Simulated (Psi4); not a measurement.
Molecular dynamics, with input and output: BNH$_{6}$ (part 1 of 3)

System: BNH$_{6}$, SMILES [BH3-][NH3+].
Method: B3LYP/6-31G**, RKS, dispersion D4 (Psi4 1.11).

The geometry comes from this level: PBE0-D4/def2-TZVP.

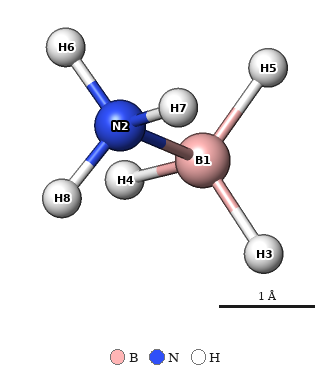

*The starting structure (ball-and-stick view, seen at a tilt; atoms are numbered from 1 in the order of the input).*

Bond lengths as drawn: B–H 1.21 Å, B–N 1.64 Å and H–N 1.01 Å.

## The input (run_ase.py)
```python
import numpy as np
from ase.calculators.psi4 import Psi4
from ase import Atoms
from ase import units
from ase.md.velocitydistribution import MaxwellBoltzmannDistribution, Stationary
from ase.md.verlet import VelocityVerlet

mol = Atoms(['B', 'N', 'H', 'H', 'H', 'H', 'H', 'H'], positions=[
    [-0.191300, 0.250800, -0.775400],
    [0.206500, -0.255100, 0.731700],
    [-0.078200, -0.728400, -1.481000],
    [-1.332600, 0.649700, -0.687200],
    [0.604400, 1.126600, -1.038400],
    [0.140800, 0.507000, 1.398700],
    [1.156600, -0.611300, 0.755300],
    [-0.414000, -0.996500, 1.040500],
])
calc = Psi4(atoms=mol, method='b3lyp-d4', basis='6-31G**', memory='1600MB', num_threads=1, charge=0, multiplicity=1, label='bh6n')
mol.calc = calc

MaxwellBoltzmannDistribution(mol, temperature_K=1000.0, rng=np.random.default_rng(806))
Stationary(mol)
dyn = VelocityVerlet(mol, 0.25 * units.fs)
def show():
    ep, ek = mol.get_potential_energy(), mol.get_kinetic_energy()
    print(f'step {dyn.nsteps:3d}  Epot {ep:14.6f}  Ekin {ek:9.6f}  Etot {ep + ek:14.6f} eV  T {mol.get_temperature():7.1f} K')
dyn.attach(show)
dyn.run(40)
```

Hardware: 1 thread of Intel Xeon @ 2.90GHz (Ice Lake), 192 GiB of memory available, shared host.

Command:
```bash
python run_ase.py
```

## The program's output
```
gradient() will perform analytic gradient computation.

   => Loading Basis Set <=

    Name: 6-31G**
    Role: ORBITAL
    Keyword: BASIS

   => B3LYP-D4(BJ,EEQ)ATM: Empirical Dispersion <=

        a1 =       0.408680
        a2 =       4.538071
       alp =      16.000000
        s6 =       1.000000
        s8 =       2.029294
        s9 =       1.000000
        ga =       3.000000
        gc =       2.000000
        wf =       6.000000

         ---------------------------------------------------------
                                   SCF
                              RKS Reference
                        1 Threads,   1525 MiB Core
         ---------------------------------------------------------

  ==> Geometry <==

    Molecular point group: c1
    Full point group: C1

    Geometry (in Angstrom), charge = 0, multiplicity = 1:

       Center              X                  Y                   Z               Mass
    ------------   -----------------  -----------------  -----------------  -----------------
         B           -0.127948291677     0.246750573221    -0.874835246764    11.009305360000
         N            0.117371632505    -0.200644775908     0.716863853116    14.003074004430
         H            0.081133289543    -0.741149617502    -1.424562241607     1.007825032230
         H           -1.372060996356     0.602415723770    -1.001006564999     1.007825032230
         H            0.395778400503     1.335920575771    -1.069643561130     1.007825032230
         H            0.209232139297     0.484478785771     1.467577159266     1.007825032230
         H            1.015006779650    -0.725166838623     0.655763446183     1.007825032230
         H           -0.562207301826    -0.864130177995     0.968062368841     1.007825032230

  Running in c1 symmetry.

  Rotational constants: A =      2.47396  B =      0.58091  C =      0.57071 [cm^-1]
  Rotational constants: A =  74167.35688  B =  17415.35317  C =  17109.37598 [MHz]
  Nuclear repulsion =   40.340125423129486

  Charge       = 0
  Multiplicity = 1
  Electrons    = 18
  Nalpha       = 9
  Nbeta        = 9

  ==> Algorithm <==

  SCF Algorithm Type is DF.
  DIIS enabled.
  MOM disabled.
  Fractional occupation disabled.
  Guess Type is SAD.
  Energy threshold   = 1.00e-08
  Density threshold  = 1.00e-08
  Integral threshold = 1.00e-12

  ==> Primary Basis <==

  Basis Set: 6-31G**
    Blend: 6-31G**
    Number of shells: 30
    Number of basis functions: 60
    Number of Cartesian functions: 60
    Spherical Harmonics?: false
    Max angular momentum: 2

  ==> DFT Potential <==

   => LibXC <=

    Version 7.1.2

   => Composite Functional: B3LYP-D4BJEEQATM <=

    B3LYP-d4bjeeqatm Hyb-GGA Exchange-Correlation Functional

    Deriv               =              1
    GGA                 =           TRUE
    Meta                =          FALSE

    Exchange Hybrid     =           TRUE
    MP2 Hybrid          =          FALSE

   => Exchange Functionals <=

    0.0800   Slater exchange
    0.7200         Becke 88

   => Exact (HF) Exchange <=

    0.2000               HF

   => Correlation Functionals <=

    0.1900   Vosko, Wilk & Nusair (VWN5_RPA)
    0.8100   Lee, Yang & Parr

   => LibXC Density Thresholds  <==

    XC_HYB_GGA_XC_B3LYP:  1.00E-15

   => Molecular Quadrature <=

    Radial Scheme          =       TREUTLER
    Pruning Scheme         =           NONE
    Nuclear Scheme         =       TREUTLER

    Blocking Scheme        =         OCTREE
    BS radius alpha        =              1
    Pruning alpha          =              1
    Radial Points          =             75
    Spherical Points       =            302
    Total Points           =         172893
    Total Blocks           =           1344
    Max Points             =            256
    Max Functions          =             60
    Weights Tolerance      =       1.00E-15

   => Loading Basis Set <=

    Name: (6-31G** AUX)
    Role: JKFIT
    Keyword: DF_BASIS_SCF

  ==> Integral Setup <==

  DFHelper Memory: AOs need 0.010 GiB; user supplied 0.845 GiB.
  SCF_SUBTYPE=INCORE selected. In-core MEM_DF algorithm will be used.
  Using in-core AOs.

  ==> MemDFJK: Density-Fitted J/K Matrices <==

    J tasked:                   Yes
    K tasked:                   Yes
    wK tasked:                   No
    Memory [MiB]:               864
    Algorithm:                 Core
    Schwarz Cutoff:           1E-12
    Mask sparsity (%):       0.0000
    Fitting Condition:        1E-10

   => Auxiliary Basis Set <=

  Basis Set: (6-31G** AUX)
    Blend: CC-PVDZ-JKFIT
    Number of shells: 102
    Number of basis functions: 312
    Number of Cartesian functions: 312
    Spherical Harmonics?: false
    Max angular momentum: 3

  Cached 100.0% of DFT collocation blocks in 0.273 [GiB].

  Minimum eigenvalue in the overlap matrix is 9.1443998002E-03.
  Reciprocal condition number of the overlap matrix is 1.4049723412E-03.
    Using symmetric orthogonalization.

  ==> Pre-Iterations <==

  SCF Guess: Superposition of Atomic Densities via on-the-fly atomic UHF (no occupation information).

   -------------------------
    Irrep   Nso     Nmo
   -------------------------
     A         60      60
   -------------------------
    Total      60      60
   -------------------------

  ==> Iterations <==

                           Total Energy        Delta E     RMS |[F,P]|

   @DF-RKS iter SAD:   -82.68708131550945   -8.26871e+01   0.00000e+00
   @DF-RKS iter   1:   -83.01106696031597   -3.23986e-01   1.04077e-02 ADIIS/DIIS
   @DF-RKS iter   2:   -82.95516040223430    5.59066e-02   1.21530e-02 ADIIS/DIIS
   @DF-RKS iter   3:   -83.21047355492551   -2.55313e-01   1.28872e-03 ADIIS/DIIS
   @DF-RKS iter   4:   -83.21345009806231   -2.97654e-03   3.16420e-04 ADIIS/DIIS
   @DF-RKS iter   5:   -83.21364982065829   -1.99723e-04   4.28164e-05 DIIS
   @DF-RKS iter   6:   -83.21365379325646   -3.97260e-06   6.35074e-06 DIIS
   @DF-RKS iter   7:   -83.21365386360451   -7.03481e-08   1.21938e-06 DIIS
   @DF-RKS iter   8:   -83.21365386654355   -2.93905e-09   1.34363e-07 DIIS
   @DF-RKS iter   9:   -83.21365386657554   -3.19886e-11   2.03709e-08 DIIS
   @DF-RKS iter  10:   -83.21365386657642   -8.81073e-13   1.82206e-09 DIIS
  Energy and wave function converged.

  ==> Post-Iterations <==

   Electrons on quadrature grid:
      Ntotal   =   17.9999773581 ; deviation = -2.264e-05

    Orbital Energies [Eh]
    ---------------------

    Doubly Occupied:

       1A    -14.414427     2A     -6.680816     3A     -0.951962
       4A     -0.558692     5A     -0.548151     6A     -0.497655
       7A     -0.351708     8A     -0.291972     9A     -0.234037

    Virtual:

      10A      0.027575    11A      0.095350    12A      0.112630
      13A      0.182587    14A      0.191661    15A      0.240489
      16A      0.250045    17A      0.438972    18A      0.471084
      19A      0.478617    20A      0.625712    21A      0.652955
      22A      0.713944    23A      0.777234    24A      0.805598
      25A      0.817567    26A      0.878081    27A      0.908915
      28A      0.979640    29A      1.010888    30A      1.174688
      31A      1.208478    32A      1.389277    33A      1.528579
      34A      1.582715    35A      1.647736    36A      1.684002
      37A      1.791843    38A      2.006976    39A      2.132228
      40A      2.160428    41A      2.197649    42A      2.236124
      43A      2.244807    44A      2.335893    45A      2.369006
      46A      2.440417    47A      2.538266    48A      2.579894
      49A      2.706258    50A      2.735499    51A      2.892191
      52A      2.920824    53A      3.004201    54A      3.151885
      55A      3.208002    56A      3.300775    57A      3.405097
      58A      3.425099    59A      3.670689    60A      4.115335

    Final Occupation by Irrep:
              A
    DOCC [     9 ]
    NA   [     9 ]
    NB   [     9 ]

  @DF-RKS Final Energy:   -83.21365386657642

   => Energetics <=

    Nuclear Repulsion Energy =             40.3401254231294857
    One-Electron Energy =                -190.3463305063423832
    Two-Electron Energy =                  77.4936094662406845
    DFT Exchange-Correlation Energy =     -10.6968015660458438
    Empirical Dispersion Energy =          -0.0042566835583591
    VV10 Nonlocal Energy =                  0.0000000000000000
    Total Energy =                        -83.2136538665764220

Computation Completed

Properties will be evaluated at   0.000000,   0.000000,   0.000000 [a0]

Properties computed using the SCF density matrix

 Multipole Moments:

 ------------------------------------------------------------------------------------
     Multipole            Electronic (a.u.)      Nuclear  (a.u.)        Total (a.u.)
 ------------------------------------------------------------------------------------

 L = 1.  Multiply by 2.5417464519 to convert [e a0] to [Debye]
 Dipole X            :          0.6100856           -0.0968631            0.5132225
 Dipole Y            :         -0.5991873           -0.1481396           -0.7473269
 Dipole Z            :          1.5863148            0.4536502            2.0399650
 Magnitude           :                                                    2.2323423

 ------------------------------------------------------------------------------------

	total time  =          4 seconds =       0.07 minutes

         ------------------------------------------------------------
                                   SCF GRAD
         ------------------------------------------------------------

  ==> Geometry <==

    Molecular point group: c1
    Full point group: C1

    Geometry (in Angstrom), charge = 0, multiplicity = 1:

       Center              X                  Y                   Z               Mass
    ------------   -----------------  -----------------  -----------------  -----------------
         B           -0.127948291677     0.246750573221    -0.874835246764    11.009305360000
         N            0.117371632505    -0.200644775908     0.716863853116    14.003074004430
         H            0.081133289543    -0.741149617502    -1.424562241607     1.007825032230
         H           -1.372060996356     0.602415723770    -1.001006564999     1.007825032230
         H            0.395778400503     1.335920575771    -1.069643561130     1.007825032230
         H            0.209232139297     0.484478785771     1.467577159266     1.007825032230
         H            1.015006779650    -0.725166838623     0.655763446183     1.007825032230
         H           -0.562207301826    -0.864130177995     0.968062368841     1.007825032230

  Nuclear repulsion =   40.340125423129486

  ==> Basis Set <==

  Basis Set: 6-31G**
    Blend: 6-31G**
    Number of shells: 30
    Number of basis functions: 60
    Number of Cartesian functions: 60
    Spherical Harmonics?: false
    Max angular momentum: 2

  ==> DFJKGrad: Density-Fitted SCF Gradients <==

    Gradient:                    1
    J tasked:                  Yes
    K tasked:                  Yes
    wK tasked:                  No
    Integrals threads:           1
    Memory [MiB]:             1144
    Schwarz Cutoff:          1E-12
    Fitting Condition:       1E-10

   => Auxiliary Basis Set <=

  Basis Set: (6-31G** AUX)
    Blend: CC-PVDZ-JKFIT
    Number of shells: 102
    Number of basis functions: 312
    Number of Cartesian functions: 312
    Spherical Harmonics?: false
    Max angular momentum: 3

  ==> DFT Potential <==

   => LibXC <=

    Version 7.1.2

   => Composite Functional: B3LYP-D4BJEEQATM <=

    B3LYP-d4bjeeqatm Hyb-GGA Exchange-Correlation Functional

    Deriv               =              1
    GGA                 =           TRUE
    Meta                =          FALSE

    Exchange Hybrid     =           TRUE
    MP2 Hybrid          =          FALSE

   => Exchange Functionals <=

    0.0800   Slater exchange
    0.7200         Becke 88

   => Exact (HF) Exchange <=

    0.2000               HF

   => Correlation Functionals <=

    0.1900   Vosko, Wilk & Nusair (VWN5_RPA)
    0.8100   Lee, Yang & Parr

   => LibXC Density Thresholds  <==

    XC_HYB_GGA_XC_B3LYP:  1.00E-15

   => Molecular Quadrature <=

    Radial Scheme          =       TREUTLER
    Pruning Scheme         =           NONE
    Nuclear Scheme         =       TREUTLER

    Blocking Scheme        =         OCTREE
    BS radius alpha        =              1
    Pruning alpha          =              1
    Radial Points          =             75
    Spherical Points       =            302
    Total Points           =         172893
    Total Blocks           =           1344
    Max Points             =            256
    Max Functions          =             60
    Weights Tolerance      =       1.00E-15

  -Total Gradient:
     Atom            X                  Y                   Z
    ------   -----------------  -----------------  -----------------
       1        0.051350154753    -0.052580060683    -0.011481479798
       2       -0.044853577926    -0.004581515560     0.012940351362
       3       -0.012875294365     0.019126211112     0.018301437670
       4       -0.021789749549     0.015755036748    -0.008331893079
       5       -0.013866998390     0.014946455177     0.000113603352
       6        0.002845057253    -0.003062911202     0.005495951553
       7        0.013562428600    -0.010527172215    -0.006898450988
       8        0.025634592315     0.020921737473    -0.010137074949

	total time  =          2 seconds =       0.03 minutes
```

## Standard output
```
step   0  Epot   -2264.770328  Ekin  0.967108  Etot   -2263.803221 eV  T   935.2 K
step   1  Epot   -2264.760738  Ekin  0.957533  Etot   -2263.803205 eV  T   926.0 K
step   2  Epot   -2264.733269  Ekin  0.930190  Etot   -2263.803079 eV  T   899.5 K
step   3  Epot   -2264.689976  Ekin  0.887132  Etot   -2263.802844 eV  T   857.9 K
step   4  Epot   -2264.634618  Ekin  0.832098  Etot   -2263.802519 eV  T   804.7 K
step   5  Epot   -2264.572345  Ekin  0.770200  Etot   -2263.802145 eV  T   744.8 K
step   6  Epot   -2264.509066  Ekin  0.707289  Etot   -2263.801777 eV  T   684.0 K
step   7  Epot   -2264.450582  Ekin  0.649109  Etot   -2263.801473 eV  T   627.7 K
step   8  Epot   -2264.401649  Ekin  0.600366  Etot   -2263.801283 eV  T   580.6 K
step   9  Epot   -2264.365213  Ekin  0.563983  Etot   -2263.801230 eV  T   545.4 K
step  10  Epot   -2264.342034  Ekin  0.540730  Etot   -2263.801304 eV  T   522.9 K
step  11  Epot   -2264.330809  Ekin  0.529338  Etot   -2263.801472 eV  T   511.9 K
step  12  Epot   -2264.328700  Ekin  0.527015  Etot   -2263.801685 eV  T   509.6 K
step  13  Epot   -2264.332090  Ekin  0.530191  Etot   -2263.801899 eV  T   512.7 K
step  14  Epot   -2264.337326  Ekin  0.535247  Etot   -2263.802079 eV  T   517.6 K
step  15  Epot   -2264.341272  Ekin  0.539064  Etot   -2263.802208 eV  T   521.3 K
step  16  Epot   -2264.341617  Ekin  0.539335  Etot   -2263.802281 eV  T   521.6 K
step  17  Epot   -2264.336949  Ekin  0.534647  Etot   -2263.802302 eV  T   517.0 K
step  18  Epot   -2264.326694  Ekin  0.524419  Etot   -2263.802276 eV  T   507.1 K
step  19  Epot   -2264.310980  Ekin  0.508768  Etot   -2263.802212 eV  T   492.0 K
```
